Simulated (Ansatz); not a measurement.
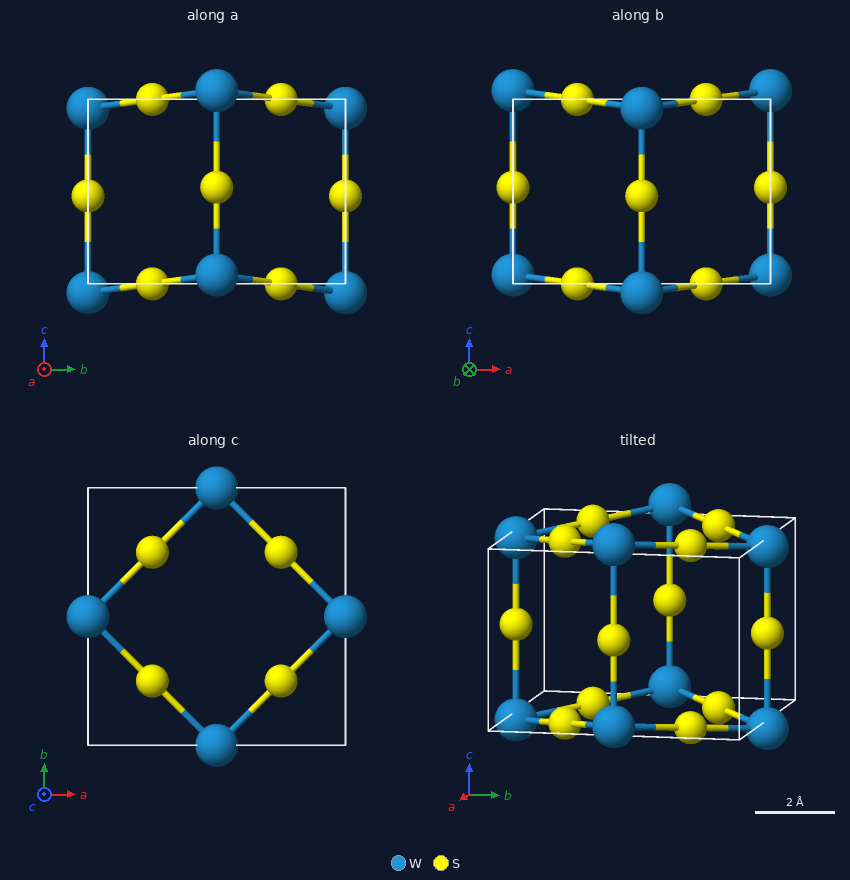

Ball-and-stick representation of a periodic structure, projected along the a axis, along the b axis, along the c axis and slightly off an axis. The conventional unit cell is drawn as a box.

Lattice parameters: a = 6.528 Å, b = 6.528 Å, c = 4.675 Å, α = 90.00°, β = 90.00°, γ = 90.00°.

**Give the structure in the form of a table of Wyckoff sites, with free fractional coordinates to two decimals.**

Space group P4/nmm:1 (No. 129).
```json
{"atom": "W", "site": "2c", "x": "0.50", "y": "0.00", "z": "0.95"}
{"atom": "S", "site": "4d", "x": "0.25", "y": "0.75", "z": "0.00"}
{"atom": "S", "site": "2c", "x": "0.50", "y": "0.00", "z": "0.48"}
```

The cell started as a structure type filled with these elements by a generator (whether the compound takes this form wasn't checked). A relaxation with Ansatz 0.2.0, DFT PBEsol, scalar-relativistic, plane waves, PAW gave the geometry drawn.
